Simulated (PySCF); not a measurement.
SMILES [SiH3]C[SiH3] (CH8Si2) at its PBE0/def2-SVP optimised geometry (Å):

```
11

Si    -0.5783    -1.6929     1.6371
C     -1.0838     0.1165     1.5041
Si    -0.4272     1.0404     0.0000
H     -1.1508    -2.3156     2.8709
H     -1.0685    -2.4599     0.4503
H      0.9112    -1.8158     1.6942
H     -0.7457     0.6428     2.4136
H     -2.1862     0.1727     1.4965
H     -0.8976     0.3868    -1.2605
H      1.0685     1.0404     0.0000
H     -0.8992     2.4599     0.0000
```

Level of theory: PBE0/def2-TZVP run with PySCF. Cells within 0.4 Å of a nucleus heavier than hydrogen are left out (blank, or x).

Map of the HOMO amplitude (bohr^(-3/2)) on the plane z = 0.0 Å; orbital energy -8.80 eV, overall sign arbitrary:

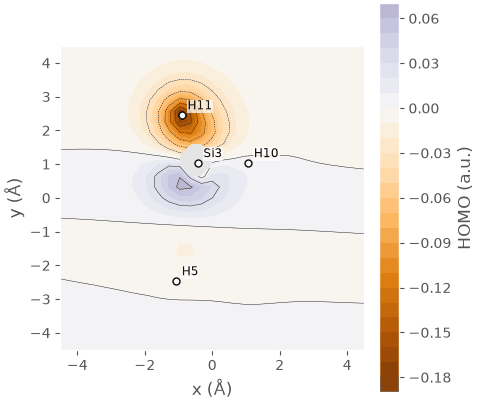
Figure. HOMO amplitude (bohr^(-3/2)) on the plane z = 0.0 Å.
